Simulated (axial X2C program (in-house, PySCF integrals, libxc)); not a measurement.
**PdN: bond curves with and without spin–orbit coupling**

What are the state, bond length, wavenumber and bond energy of PdN, and what does spin–orbit coupling change?

Method: all-electron X2C, Pd dyall-cv3z, N dyall-av3z; program: an in-house X2C program for linear molecules on PySCF integrals.

All values are calculated.

## Step 1: Input

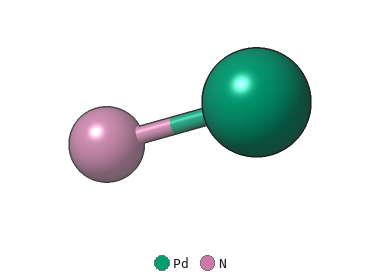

The two atoms at 1.770 Å (palladium teal, nitrogen pink).

task.json

```json
{"zs": [46, 7], "q": 0, "bas": ["dyall-cv3z", "dyall-av3z"], "levels": ["PBE0", "HF", "TPSSh"], "cc": true, "r0": 1.77, "thr": -2.0, "nmax": 90, "npts": 10, "nst": 2, "ntry": 6}
```

Keys: zs atomic numbers; q charge; bas basis sets; levels methods (HF also brings MP2); cc coupled cluster on or off; r0 starting distance in Å; thr threshold in hartree for freezing inner shells (an s shell follows its p shell); nmax most natural virtual spinors; npts points asked for on the curve; nst determinants followed; ntry starts of the search.

Started as:

```
$ python so2c.py task.json out
```

Spin-free means the one-electron spin-free X2C Hamiltonian; two-component (2c) means X2C with spin–orbit coupling and atomic mean-field two-electron Coulomb and Gaunt terms. Basis: Pd dyall-cv3z contracted to [12s12p8d5f3g], N dyall-av3z contracted to [7s7p3d2f]; Gaussian nuclei, density fitting. Masses: Pd 105.903 u, N 14.003 u.

Notation: σ, π±, δ± give the projection m of an orbital's angular momentum (0, ±1, ±2), α and β its spin, Λ and M_S the sums; ω is the projection of a spinor's total angular momentum and Ω the sum. Logs are in hartree.

The results follow Hamiltonian by Hamiltonian and level by level.

## Step 2: Search for the lowest determinant

Determinants are compared with PBE0 at 1.770 Å.

Spin-free determinants:

| ΔE (eV) | state | open shells |
| --- | --- | --- |
| 0.00 | M_S = 3/2, Λ = 0 | beyond closed shells: σα, π+α, π-α |
| 0.34 | M_S = 1/2, Λ = 0 | beyond closed shells: σβ, π+α, π-α |
| 1.10 | M_S = 1/2, Λ = 1 | beyond closed shells: π+α |
| 1.30 | M_S = 1/2, Λ = 0 | beyond closed shells: σα, π+β, π-α |
| 1.30 | M_S = 1/2, Λ = 2 | beyond closed shells: σα, π+α, π+β |
| 1.89 | M_S = 1/2, Λ = 1 | beyond closed shells: π+α, π+β, π-α |
| 2.10 | M_S = 3/2, Λ = 2 | beyond closed shells: π+α, π-α, δ+α, δ+β, δ-α |

Two-component determinants:

```json
{"ΔE (eV)": "0.00", "state": "Ω = 3/2", "open shells": "excess of +ω over −ω: ω = 3/2"}
{"ΔE (eV)": "0.34", "state": "Ω = 1/2", "open shells": "excess of +ω over −ω: 2 × ω = -1/2, ω = 3/2"}
{"ΔE (eV)": "1.02", "state": "Ω = 1/2", "open shells": "excess of +ω over −ω: ω = 1/2"}
{"ΔE (eV)": "1.31", "state": "Ω = 5/2", "open shells": "excess of +ω over −ω: 2 × ω = 1/2, ω = 3/2"}
{"ΔE (eV)": "1.38", "state": "Ω = 1/2", "open shells": "excess of +ω over −ω: ω = 1/2"}
{"ΔE (eV)": "1.94", "state": "Ω = 7/2", "open shells": "excess of +ω over −ω: ω = -1/2, ω = 3/2, ω = 5/2"}
{"ΔE (eV)": "2.05", "state": "Ω = 3/2", "open shells": "excess of +ω over −ω: ω = 1/2, ω = -3/2, ω = 5/2"}
```

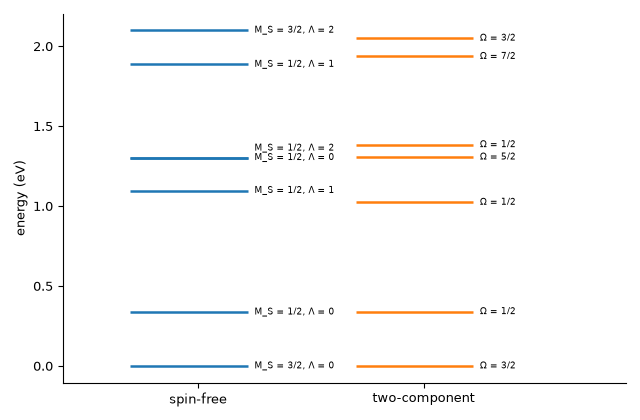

The determinants found, each set from its own lowest.

## Step 3: PBE0, spin-free

State followed: M_S = 3/2, Λ = 0 (beyond closed shells: σα, π+α, π-α). The scan is laid around 1.803 Å, a first estimate of the minimum, and this SCF restarts from the orbitals of the search.

The SCF at the reference distance of 1.803 Å:

```text
spin-free X2C-1e  PBE0
basis functions 207  fitting functions 962  grid points 5074
iter        total energy     max residual
   1      -5094.184949998     8.99e+00
   2      -5099.537678386     8.30e-02
   3      -5099.240804104     1.50e-01
   4      -5099.663374710     1.40e-02
   5      -5099.655110617     3.23e-02
   6      -5099.666163684     1.29e-03
   7      -5099.666191996     1.15e-03
   8      -5099.666203248     2.02e-04
   9      -5099.666205259     2.25e-04
  10      -5099.666206025     4.61e-05
  11      -5099.666206085     1.47e-05
  12      -5099.666206104     6.91e-06
  13      -5099.666206107     1.37e-06
  14      -5099.666206107     3.47e-07
converged
one-electron -7219.96329285  Coulomb 2177.55842776  exact exchange -37.32081600  xc functional -114.44693761  nuclear repulsion 94.50641260
```

Along the bond, energies from the lowest point:

```
R (Å)  E (eV)  μ (D)  HOMO (eV)  LUMO (eV)  iterations
1.569  0.7691  -2.65      -6.30      -3.17          14
1.641  0.3062  -2.90      -6.33      -3.17          14
1.695  0.1156  -3.03      -6.36      -3.17          14
1.749  0.0220  -3.11      -6.40      -3.16          14
1.803  0.0000  -3.15      -6.43      -3.16          14
1.866  0.0392  -3.17      -6.48      -3.15          14
1.929  0.1260  -3.15      -6.52      -3.15          14
2.010  0.2807  -3.10      -6.57      -3.14          14
2.110  0.5029  -3.01      -6.63      -3.14          14
2.254  0.8370  -2.81      -6.69      -3.12          14
```

Dipoles are positive if N is the positive end.

Outer orbitals at the reference distance:

| symmetry | occupied | ε (eV) | atomic character |
| --- | --- | --- | --- |
| σα | yes | -21.81 | 70% N s, 12% Pd d, 8% Pd p |
| σβ | yes | -18.19 | 65% N s, 17% Pd d, 8% Pd p |
| σα | yes | -10.68 | 49% N p, 43% Pd d, 5% N s |
| π-α | yes | -10.48 | 51% Pd d, 46% N p |
| π+α | yes | -10.48 | 51% Pd d, 46% N p |
| σβ | yes | -8.71 | 52% Pd d, 34% N p, 10% N s |
| π-β | yes | -8.55 | 83% Pd d, 14% N p |
| π+β | yes | -8.55 | 83% Pd d, 14% N p |
| δ+α | yes | -8.18 | 99% Pd d |
| δ-α | yes | -8.18 | 99% Pd d |
| δ-β | yes | -7.68 | 99% Pd d |
| δ+β | yes | -7.68 | 99% Pd d |
| π+α | yes | -6.92 | 47% Pd d, 42% N p, 5% Pd p |
| π-α | yes | -6.92 | 47% Pd d, 42% N p, 5% Pd p |
| σα | yes | -6.43 | 34% N p, 34% Pd d, 28% Pd s |
| σβ | no | -3.16 | 43% Pd s, 32% N p, 17% Pd d |
| σα | no | -2.09 | 39% Pd s, 34% Pd p, 12% N p |
| π-β | no | -1.88 | 62% N p, 21% Pd p, 13% Pd d |
| π+β | no | -1.88 | 62% N p, 21% Pd p, 13% Pd d |

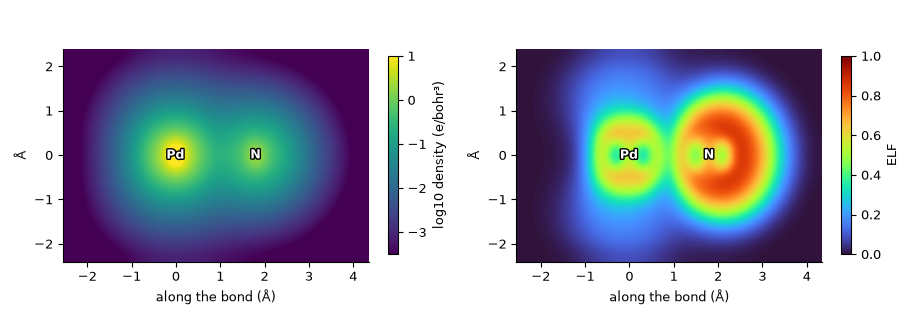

PBE0 fields in a plane through the axis, from a grid of 0.3 Å; Pd lies at z = 0 and N at z = 1.803 Å; the ELF is damped to zero where the density is low.

Re = 1.796 Å, ωe = 637 cm⁻¹, ωexe = 5.32 cm⁻¹, Be = 0.4226 cm⁻¹, De = 2.08 eV, μ = -3.15 D.

## Step 4: HF, spin-free

Output at 1.803 Å:

```text
spin-free X2C-1e  HF
basis functions 207  fitting functions 962  grid points 5074
iter        total energy     max residual
   1      -5097.181716509     4.04e-01
   2      -5097.216349851     2.24e-02
   3      -5097.221516598     1.39e-02
   4      -5097.223796353     8.54e-03
   5      -5097.225433029     4.17e-03
   6      -5097.225908613     1.56e-03
   7      -5097.225964830     3.95e-04
   8      -5097.225973050     2.90e-04
   9      -5097.225977124     2.69e-04
  10      -5097.225981081     2.60e-04
  11      -5097.225985211     2.52e-04
  12      -5097.225996720     2.21e-04
  13      -5097.226008469     1.41e-04
  14      -5097.226014080     1.07e-04
  15      -5097.226017512     4.78e-05
  16      -5097.226018633     1.90e-05
  17      -5097.226018696     2.55e-06
  18      -5097.226018697     1.00e-06
converged
one-electron -7221.76313138  Coulomb 2179.54760443  exact exchange -149.51690434  xc functional 0.00000000  nuclear repulsion 94.50641260
```

No constants are quoted: too few points lie around the minimum for a second fit to confirm the first.

## Step 5: TPSSh, spin-free

Output at 1.803 Å:

```text
spin-free X2C-1e  TPSSh
basis functions 207  fitting functions 962  grid points 5074
iter        total energy     max residual
   1      -5099.877326251     1.86e-01
   2      -5099.877249917     1.13e-02
   3      -5099.853332922     4.61e-02
   4      -5099.878473759     7.78e-03
   5      -5099.879042595     8.46e-04
   6      -5099.879052666     4.38e-04
   7      -5099.879053974     5.81e-05
   8      -5099.879054104     8.41e-05
   9      -5099.879054187     1.55e-05
  10      -5099.879054193     7.72e-06
  11      -5099.879054194     1.05e-06
converged
one-electron -7219.13501398  Coulomb 2176.70381612  exact exchange -14.92468024  xc functional -137.02958869  nuclear repulsion 94.50641260
```

Re = 1.800 Å, ωe = 644 cm⁻¹, ωexe = 5.12 cm⁻¹, Be = 0.4205 cm⁻¹, De = 2.33 eV, μ = -3.12 D.

## Step 6: MP2 and beyond, spin-free

Correlated methods: 15 electrons correlated (frozen shells, counted by type: Pd 4 s, 3 p, 1 d; N 1 s), 289 virtual spinors in MP2, 90 natural virtuals in coupled cluster.

Output of the correlated part at 1.803 Å:

```text
correlated 15  virtual 289  natural virtual 90  E(MP2) -0.547228269  MP2 remainder -0.049744923
iter   CCSD correlation   residual
   1     -0.455600210   1.84e-01
   2     -0.471437503   8.81e-02
   3     -0.477066740   3.98e-02
   4     -0.478682514   2.24e-02
   5     -0.479429724   1.03e-02
   6     -0.479580163   3.23e-03
   7     -0.479574008   1.30e-03
   8     -0.479582380   4.68e-04
   9     -0.479581004   2.50e-04
  10     -0.479585242   1.27e-04
  11     -0.479582887   5.58e-05
  12     -0.479583865   2.55e-05
  13     -0.479583653   1.09e-05
  14     -0.479583531   4.59e-06
  15     -0.479583523   2.04e-06
(T) -0.022662724  T1 0.0536  D1 0.1104  max T2 0.090
```

T1 in the output is the amplitude norm over the root of the electron number; divide by √2 for the Lee–Taylor value.

MP2: No constants are quoted: the points don't follow one smooth fit.

CCSD: No constants are quoted: too few points lie around the minimum for a second fit to confirm the first.

CCSD(T): No constants are quoted: the points don't follow one smooth fit.

## Step 7: A higher determinant, spin-free

State: M_S = 1/2, Λ = 0 (beyond closed shells: σβ, π+α, π-α).

Output at the reference distance:

```text
spin-free X2C-1e  PBE0
basis functions 207  fitting functions 962  grid points 5074
iter        total energy     max residual
   1      -5094.107118511     9.08e+00
   2      -5099.519154021     8.49e-02
   3      -5099.160746407     1.64e-01
   4      -5099.630799037     4.26e-02
   5      -5099.647785617     2.31e-02
   6      -5099.653709011     1.83e-03
   7      -5099.653768859     1.43e-03
   8      -5099.653790016     2.45e-04
   9      -5099.653792710     1.52e-04
  10      -5099.653793218     2.91e-05
  11      -5099.653793246     8.46e-06
  12      -5099.653793252     6.54e-06
  13      -5099.653793255     2.26e-06
  14      -5099.653793256     8.82e-07
converged
one-electron -7219.41608393  Coulomb 2176.99833347  exact exchange -37.31301140  xc functional -114.42944400  nuclear repulsion 94.50641260
```

```
R (Å)  E above the lowest PBE0 point (eV)
1.569                               1.134
1.641                               0.652
1.695                               0.454
1.749                               0.359
1.803                               0.338
1.866                               0.380
1.929                               0.471
2.010                               0.633
2.110                               0.868
```

Re = 1.794 Å, ωe = 651 cm⁻¹, ωexe = 5.54 cm⁻¹, Be = 0.4234 cm⁻¹, μ = -3.27 D. ⟨S²⟩ = 1.77 against 0.75 for a pure state, so this determinant mixes spins. Te = 0.34 eV.

## Step 8: The spin-free curves together

Energy (eV) of the followed determinant, spin-free, from each level's lowest point:

```csv
R (Å),PBE0,HF,MP2,CCSD,CCSD(T),TPSSh
1.569,0.769,1.758,0.541,n/a,n/a,0.823
1.641,0.306,1.081,0.185,0.344,0.295,0.334
1.695,0.116,0.719,0.049,0.146,0.109,0.130
1.749,0.022,0.454,0.000,0.040,0.018,0.028
1.803,0.000,0.266,0.030,0.000,0.000,0.000
1.866,0.039,0.122,0.228,0.020,0.058,0.036
1.929,0.126,0.038,0.477,0.099,0.166,0.122
2.010,0.281,0.000,0.735,0.238,0.331,0.280
2.110,0.503,0.037,1.004,n/a,n/a,0.509
2.254,0.837,n/a,n/a,n/a,n/a,0.861
```

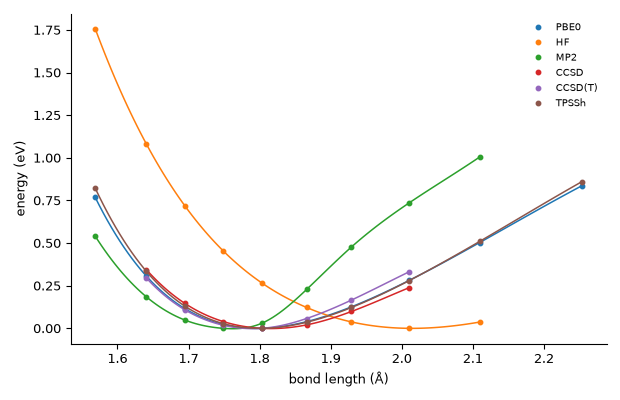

Curves of the followed state, spin-free, each from its own lowest point.

[end of part 1 of 2]
